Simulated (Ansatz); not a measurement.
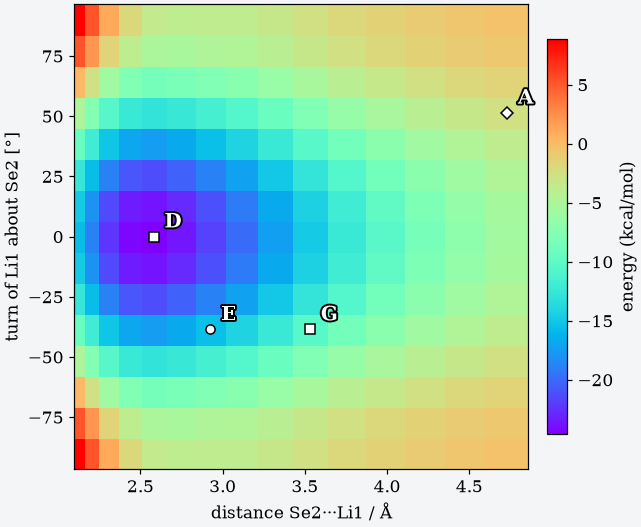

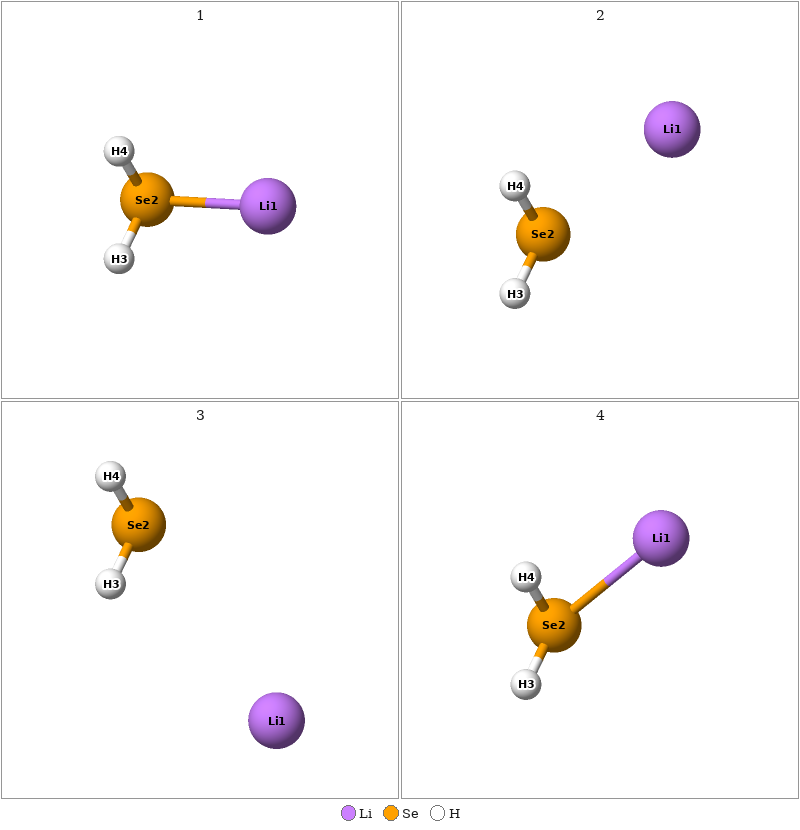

H2LiSe, charge +1. 
- The turn is about an axis along (−0.94, −0.04, −0.35) in the frame of the relaxed pair, normal to the line between the partners.
- Coordinates scanned: (1) distance Se2···Li1; (2) turn of Li1 about Se2.
- The grid has 15 × 15 points; 120 points were computed and 105 follow by symmetry.
- Points are written as (first, second).
- Energies: kcal/mol, counted from the ion and the molecule far apart, frozen as in the relaxed pair, each in its own basis (no counterpoise correction).
- Level of theory: RKS PBE0-D4/def2-TZVPD (Ansatz 0.2.0).

The picture shows one coloured cell a grid point, lettered points. The numbered pictures are the structures at these points, in random order.

Which structure belongs to which point?

A is structure 3: (4.731 Å, 51.4°), −2.6 kcal/mol; D is structure 1: (2.581 Å, 0.0°), −24.6 kcal/mol; E is structure 4: (2.925 Å, −38.6°), −15.5 kcal/mol; G is structure 2: (3.532 Å, −38.6°), −10.5 kcal/mol.
